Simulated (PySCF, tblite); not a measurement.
# C₇H₁₃Al: geometry, infrared bands, NMR shifts and electronic excitations, part 1 of 2

Aim: predict the infrared bands, NMR shifts and electronic excitations of C₇H₁₃Al (`C=[C](C)[Al]1[CH2]CC[CH2]1`).

Programs: tblite 0.8.0 and PySCF 2.14.0, with density-fitted response routines of our own. Each step states its level of theory. These are calculated values for one molecule in the gas phase, unless marked as measured. Atoms are numbered from 0 throughout.

### Step 1. Starting geometry

21 atoms, charge 0, multiplicity 1; geometry from: force field or distance geometry start.

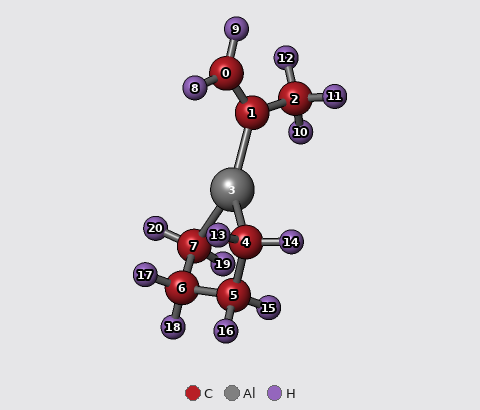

The starting geometry (carbon red, aluminium grey, hydrogen purple), atoms numbered.

### Step 2. Relaxing the molecule with GFN2-xTB

Job settings and geometry (Å):

```
{"job": {"kind": "relax", "xc": "GFN2-xTB", "basis": "xTB"}, "charge": 0, "multiplicity": 1}
C     -2.671800    -0.031900     1.452200
C     -2.090100    -0.048800     0.244300
C     -2.895400    -0.102700    -1.002300
Al    -0.172200    -0.022500     0.116400
C      1.172200     1.428100     0.497700
C      2.325800     0.769100    -0.249400
C      2.400100    -0.666400     0.105900
C      1.181500    -1.366600    -0.495100
H     -1.993900     0.000800     2.314700
H     -3.764600    -0.042100     1.575600
H     -2.313700    -0.507300    -1.872500
H     -3.133000     0.946700    -1.239900
H     -3.830900    -0.698400    -0.854200
H      1.362700     1.567400     1.559400
H      0.882900     2.364200    -0.051300
H      2.247400     0.916400    -1.328400
H      3.313800     1.240200     0.061200
H      2.468900    -0.880500     1.182700
H      3.258500    -1.119300    -0.421600
H      1.249200    -1.401500    -1.593500
H      0.993600    -2.328000    -0.002500
```

Command:

```console
OMP_NUM_THREADS=1 python probes_run.py task.json out
```

One launch serves the whole session: the jobs run in the order shown.

What it wrote:

```text
step      E/eV     max force
  0    -614.32376    2.770
  1    -614.57152    0.724
  2    -614.65467    0.569
  3    -614.72291    0.524
  4    -614.76012    0.528
  5    -614.78282    0.376
  6    -614.79908    0.285
  7    -614.81343    0.291
  8    -614.82119    0.174
  9    -614.82544    0.146
 10    -614.82820    0.115
 11    -614.83085    0.153
 12    -614.83353    0.130
 13    -614.83588    0.123
 14    -614.83780    0.105
 15    -614.83939    0.079
 16    -614.84077    0.095
 17    -614.84196    0.082
 18    -614.84301    0.077
 19    -614.84411    0.082
 20    -614.84549    0.098
 21    -614.84717    0.106
 22    -614.84881    0.090
 23    -614.84999    0.069
 24    -614.85068    0.048
 25    -614.85113    0.052
 26    -614.85151    0.038
 27    -614.85183    0.037
 28    -614.85213    0.032
 29    -614.85245    0.043
 30    -614.85284    0.056
 31    -614.85332    0.081
 32    -614.85384    0.075
 33    -614.85435    0.048
 34    -614.85481    0.055
 35    -614.85530    0.072
 36    -614.85587    0.101
 37    -614.85652    0.090
 38    -614.85721    0.053
 39    -614.85790    0.058
 40    -614.85866    0.095
 41    -614.85959    0.123
 42    -614.86071    0.101
 43    -614.86188    0.076
 44    -614.86295    0.081
 45    -614.86411    0.113
 46    -614.86549    0.141
 47    -614.86577    0.144
 48    -614.86710    0.094
 49    -614.86788    0.057
 50    -614.86829    0.044
 51    -614.86913    0.058
 52    -614.86957    0.050
 53    -614.86997    0.035
 54    -614.87015    0.026
 55    -614.87034    0.031
 56    -614.87059    0.036
 57    -614.87089    0.038
 58    -614.87118    0.046
 59    -614.87143    0.051
 60    -614.87171    0.061
 61    -614.87202    0.057
 62    -614.87245    0.052
 63    -614.87293    0.044
 64    -614.87322    0.051
 65    -614.87371    0.059
 66    -614.87414    0.053
 67    -614.87454    0.046
 68    -614.87492    0.052
 69    -614.87546    0.068
 70    -614.87616    0.069
 71    -614.87680    0.054
 72    -614.87718    0.050
 73    -614.87751    0.049
 74    -614.87791    0.052
 75    -614.87859    0.066
 76    -614.87915    0.060
 77    -614.87959    0.046
 78    -614.87995    0.041
 79    -614.88038    0.048
 80    -614.88089    0.042
 81    -614.88134    0.044
 82    -614.88166    0.063
 83    -614.88198    0.059
 84    -614.88241    0.048
 85    -614.88342    0.095
 86    -614.88407    0.059
 87    -614.88496    0.064
 88    -614.88573    0.053
 89    -614.88625    0.086
 90    -614.88715    0.053
 91    -614.88792    0.046
 92    -614.88888    0.130
 93    -614.88945    0.144
 94    -614.89054    0.068
 95    -614.89155    0.084
 96    -614.89231    0.089
 97    -614.89327    0.075
 98    -614.89436    0.102
 99    -614.89564    0.096
100    -614.89697    0.067
101    -614.89748    0.064
102    -614.89804    0.041
103    -614.89848    0.085
104    -614.89897    0.039
105    -614.89944    0.049
106    -614.89978    0.061
107    -614.90053    0.068
108    -614.90173    0.079
109    -614.90339    0.085
110    -614.90539    0.103
111    -614.90785    0.107
112    -614.90681    0.339
113    -614.91281    0.170
114    -614.91561    0.143
115    -614.92318    0.258
116    -614.92976    0.123
117    -614.93334    0.179
118    -614.93608    0.133
119    -614.93830    0.105
120    -614.94008    0.092
121    -614.94144    0.073
122    -614.94244    0.068
123    -614.94333    0.071
124    -614.94425    0.061
125    -614.94518    0.069
126    -614.94626    0.062
127    -614.94748    0.088
128    -614.94881    0.062
129    -614.95002    0.084
130    -614.95110    0.063
131    -614.95184    0.049
132    -614.95236    0.064
133    -614.95281    0.045
134    -614.95324    0.034
135    -614.95352    0.031
136    -614.95376    0.024
137    -614.95397    0.024
138    -614.95414    0.024
139    -614.95428    0.020
140    -614.95439    0.021
141    -614.95448    0.020
142    -614.95455    0.023
143    -614.95463    0.020
144    -614.95469    0.016
145    -614.95474    0.016
146    -614.95478    0.014
147    -614.95482    0.013
148    -614.95487    0.016
149    -614.95494    0.020
150    -614.95502    0.019
151    -614.95511    0.023
152    -614.95519    0.021
153    -614.95526    0.019
154    -614.95533    0.020
155    -614.95541    0.018
156    -614.95550    0.022
157    -614.95559    0.023
158    -614.95567    0.027
159    -614.95576    0.022
160    -614.95587    0.037
161    -614.95604    0.047
162    -614.95622    0.040
163    -614.95639    0.029
164    -614.95654    0.029
165    -614.95670    0.030
166    -614.95690    0.036
167    -614.95711    0.031
168    -614.95730    0.031
169    -614.95746    0.029
170    -614.95764    0.024
171    -614.95778    0.021
172    -614.95787    0.016
173    -614.95790    0.014
174    -614.95793    0.011
175    -614.95795    0.009
```

Run time: 2.6 s. Hardware: 1 thread of Arm Neoverse N1, shared host; peak memory 0.18 GiB.

Along the way: (not every step is listed)

| step | energy from step 0 (eV) | largest force (eV/Å) |
| --- | --- | --- |
| 0 | 0.0000 | 2.7701 |
| 1 | -0.2478 | 0.7239 |
| 2 | -0.3309 | 0.5690 |
| 3 | -0.3991 | 0.5242 |
| 4 | -0.4364 | 0.5276 |
| 5 | -0.4591 | 0.3762 |
| 6 | -0.4753 | 0.2852 |
| 7 | -0.4897 | 0.2908 |
| 8 | -0.4974 | 0.1744 |
| 24 | -0.5269 | 0.0475 |
| 40 | -0.5349 | 0.0946 |
| 56 | -0.5468 | 0.0362 |
| 72 | -0.5534 | 0.0504 |
| 88 | -0.5620 | 0.0530 |
| 104 | -0.5752 | 0.0387 |
| 120 | -0.6163 | 0.0924 |
| 136 | -0.6300 | 0.0242 |
| 152 | -0.6314 | 0.0209 |
| 168 | -0.6335 | 0.0312 |
| 170 | -0.6339 | 0.0236 |
| 171 | -0.6340 | 0.0211 |
| 172 | -0.6341 | 0.0164 |
| 173 | -0.6341 | 0.0136 |
| 174 | -0.6342 | 0.0108 |
| 175 | -0.6342 | 0.0095 |

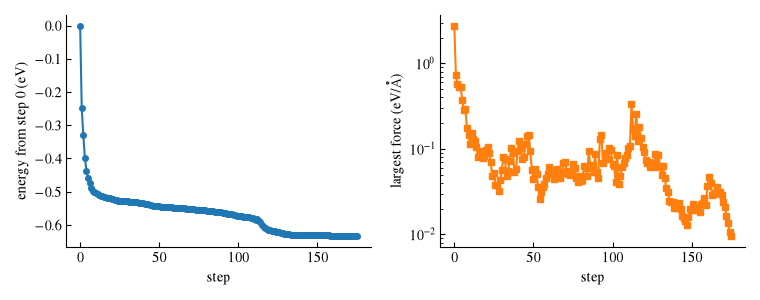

Energy and largest force along the relaxation.

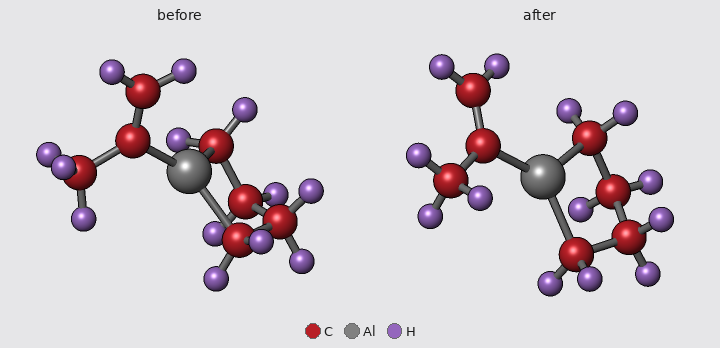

The geometry before (left) and after (right).

Close pairs (by a distance rule), those that changed most:

| bond | before (Å) | after (Å) | change (Å) |
| --- | --- | --- | --- |
| C1–Al3 | 1.922 | 1.985 | +0.063 |
| C5–C6 | 1.481 | 1.537 | +0.057 |
| C5–H16 | 1.138 | 1.094 | -0.043 |
| C2–H10 | 1.122 | 1.091 | -0.032 |
| C2–H12 | 1.119 | 1.090 | -0.028 |
| C4–H14 | 1.123 | 1.095 | -0.028 |
| C1–C2 | 1.485 | 1.504 | +0.019 |
| C4–C5 | 1.524 | 1.543 | +0.018 |

The final coordinates are the input of the step that follows.

### Step 3. Vibrational analysis with GFN2-xTB

Job settings and geometry (Å):

```
{"job": {"kind": "ir", "xc": "GFN2-xTB", "basis": "xTB"}, "charge": 0, "multiplicity": 1}
C     -2.652559     0.906266     0.983562
C     -2.145582     0.025228     0.119691
C     -3.030787    -0.866853    -0.707322
Al    -0.162544     0.019445     0.029030
C      1.178247     1.131676     1.018978
C      2.412175     0.802580     0.153558
C      2.421429    -0.684199    -0.236977
C      1.154941    -1.044196    -1.042279
H     -1.996184     1.539516     1.569342
H     -3.714538     1.040791     1.152615
H     -2.826463    -1.912043    -0.472350
H     -2.813345    -0.725758    -1.766754
H     -4.088003    -0.665171    -0.531993
H      1.369419     0.800765     2.048637
H      1.046501     2.217012     1.079202
H      2.377754     1.396665    -0.764769
H      3.343282     1.050742     0.672522
H      2.447020    -1.277810     0.682140
H      3.332232    -0.908780    -0.800337
H      1.282360    -0.696129    -2.076440
H      1.055727    -2.132804    -1.110528
```

What it wrote:

```text
mode    cm-1     km/mol
  1      35.5      0.01
  2      55.3      0.02
  3      60.7      0.13
  4      89.5      0.11
  5     167.1      0.04
  6     177.8     17.57
  7     208.7      5.09
  8     261.1      0.01
  9     285.8     10.45
 10     363.0     40.03
 11     428.4     19.32
 12     476.2      8.43
 13     540.9     22.91
 14     579.4     59.60
 15     660.7    102.12
 16     674.7    128.12
 17     680.4     15.12
 18     857.9      6.58
 19     881.6      2.71
 20     898.4     10.20
 21     900.2     18.01
 22     943.8     15.62
 23     990.7     13.74
 24     995.3      3.92
 25    1018.6      3.30
 26    1027.3      1.93
 27    1049.1     22.81
 28    1101.2      0.42
 29    1145.4      2.01
 30    1188.9      5.56
 31    1191.8      0.29
 32    1247.8      0.46
 33    1253.9      0.39
 34    1331.4      1.57
 35    1333.5      2.82
 36    1386.6      0.39
 37    1402.7      3.86
 38    1459.3      0.44
 39    1463.9      1.89
 40    1470.0      4.65
 41    1481.4      5.53
 42    1489.1      0.03
 43    1496.3      0.65
 44    1635.9      5.58
 45    2879.0      7.61
 46    2881.9     43.94
 47    2919.6      5.17
 48    2923.3     43.16
 49    2925.5     62.89
 50    2927.6     84.25
 51    2944.4     92.49
 52    2947.9    109.85
 53    2983.7     29.16
 54    2991.4     51.83
 55    2998.3     21.97
 56    3008.9     48.56
 57    3026.1     97.65
```

It took 1.6 s on 1 thread of Arm Neoverse N1, shared host; peak memory 0.18 GiB.

The strongest bands and the atoms that carry them (share of the mass-weighted mode):

| cm⁻¹ | km/mol | atoms |
| --- | --- | --- |
| 579 | 59.6 | Al3 21 %, C4 16 %, C7 15 %, H13 14 % |
| 661 | 102.1 | Al3 21 %, C4 18 %, C7 14 %, H14 12 % |
| 675 | 128.1 | Al3 47 %, C7 13 % |
| 2926 | 62.9 | H16 33 %, H15 18 %, H17 15 % |
| 2928 | 84.2 | H18 41 %, H16 27 %, H17 14 % |
| 2944 | 92.5 | H17 40 %, H15 34 %, H18 12 % |
| 2948 | 109.8 | H15 28 %, H18 26 %, H16 25 %, H17 14 % |
| 3026 | 97.7 | H9 62 %, H8 28 % |

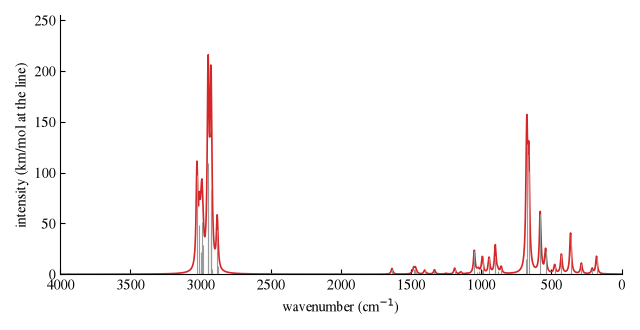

The infrared spectrum from these modes, unscaled. Lines are broadened to a width of 14 cm⁻¹ (Lorentzian).

### Step 4. Relaxing the molecule at PBE0-D3(BJ)/def2-SVP

Job settings and geometry (Å):

```
{"job": {"xc": "PBE0", "basis": "def2-SVP", "d3": "d3bj", "grid": 1, "shake": 0.01, "kind": "geom"}, "charge": 0, "multiplicity": 1}
C     -2.632150     0.880710     0.987740
C     -2.151260     0.020700     0.117540
C     -3.050990    -0.869170    -0.715970
Al    -0.129310     0.021700     0.025500
C      1.175430     1.125000     1.008430
C      2.408270     0.807400     0.151170
C      2.431010    -0.686200    -0.236730
C      1.170400    -1.038740    -1.047330
H     -1.998010     1.544920     1.588690
H     -3.717230     1.038360     1.162640
H     -2.835330    -1.914960    -0.463520
H     -2.807540    -0.724840    -1.760050
H     -4.116280    -0.654960    -0.541590
H      1.352730     0.803530     2.055640
H      1.042050     2.206250     1.079460
H      2.377230     1.410720    -0.757290
H      3.345220     1.061860     0.670470
H      2.437760    -1.271970     0.687970
H      3.330080    -0.916610    -0.798050
H      1.257420    -0.689230    -2.071530
H      1.039340    -2.132190    -1.120170
```

What it wrote:

```text
step   0  E = -516.26583752  max force = 0.029038
step   1  E = -516.27097593  max force = 0.006540
step   2  E = -516.27146998  max force = 0.003330
step   3  E = -516.27162167  max force = 0.001973
step   4  E = -516.27166748  max force = 0.001099
step   5  E = -516.27170151  max force = 0.000789
step   6  E = -516.27172872  max force = 0.001086
step   7  E = -516.27174048  max force = 0.000844
step   8  E = -516.27174513  max force = 0.000253
optimisation converged
```

It took 4.1 min on 1 thread of Arm Neoverse N1, shared host; peak memory 0.75 GiB.

The steps of the relaxation:

| step | energy from step 0 (eV) | largest force component (eV/Å) |
| --- | --- | --- |
| 0 | 0.0000 | 1.4932 |
| 1 | -0.1398 | 0.3363 |
| 2 | -0.1533 | 0.1712 |
| 3 | -0.1574 | 0.1015 |
| 4 | -0.1586 | 0.0565 |
| 5 | -0.1596 | 0.0406 |
| 6 | -0.1603 | 0.0558 |
| 7 | -0.1606 | 0.0434 |
| 8 | -0.1608 | 0.0130 |

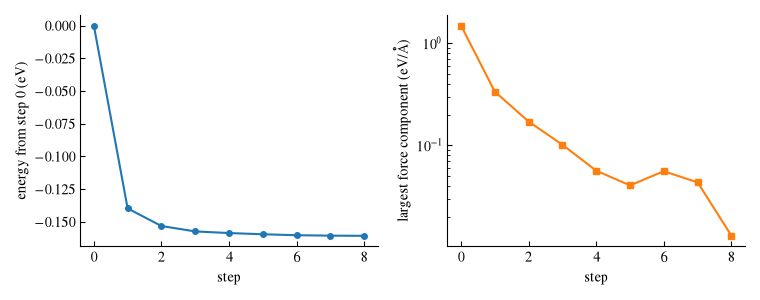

Energy and largest force along the relaxation.

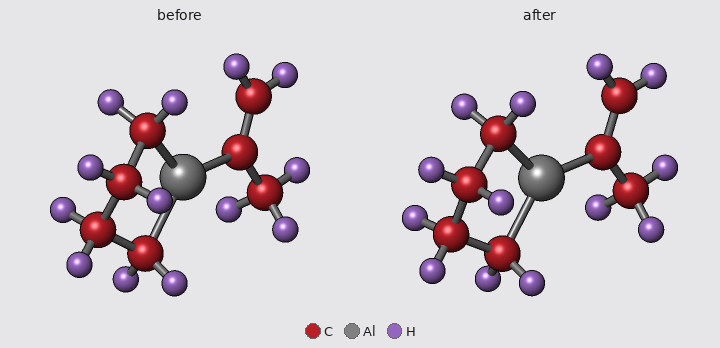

Before and after, at one scale.

Close pairs (by a distance rule), those that changed most:

| bond | before (Å) | after (Å) | change (Å) |
| --- | --- | --- | --- |
| C1–Al3 | 2.024 | 1.958 | -0.066 |
| C0–C1 | 1.315 | 1.346 | +0.031 |
| C7–H19 | 1.086 | 1.108 | +0.022 |
| C2–H11 | 1.082 | 1.103 | +0.021 |
| Al3–C7 | 1.991 | 1.970 | -0.021 |
| C6–H18 | 1.085 | 1.104 | +0.020 |
| C5–H15 | 1.091 | 1.106 | +0.015 |
| C1–C2 | 1.515 | 1.503 | -0.012 |

The final coordinates are the input of the step that follows.

| at the end point | value |
| --- | --- |
| point group (found at 0.08 Å tolerance) | C1 |
| rotational constants (GHz, main isotopes) | 3.425, 0.969, 0.781 |
| dipole moment (D) | 0.70 |

(Continued in part 2 of 2.)
